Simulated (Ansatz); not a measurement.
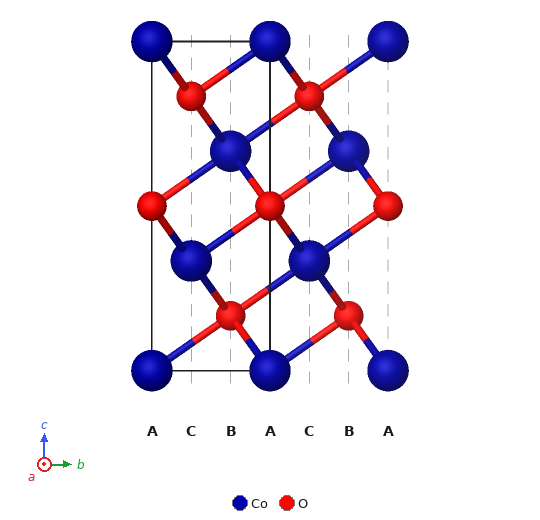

Projection along an edge of the hexagonal mesh, stacking direction c upwards. The dashed lines mark the three columns A (0, 0), B (1/3, 2/3) and C (2/3, 1/3). The sequence starts with the first layer at or above the cell's origin.

CoO (space group R-3m, No. 166). Coordinates: the geometry relaxed with DFT PBE+U, scalar-relativistic, plane waves, PAW in Ansatz 0.2.0.

### Read off the stacking sequence over one period.

Co(A) – O(B) – Co(C) – O(A) – Co(B) – O(C) (six layers in 7.42 Å).

### How are the O layers alone stacked?

O layers alone: BAC, the cubic close-packed type.

### Which positions between or in the O layers do the other atoms fill?

Co: three octahedral sites in each hexagonal cell.
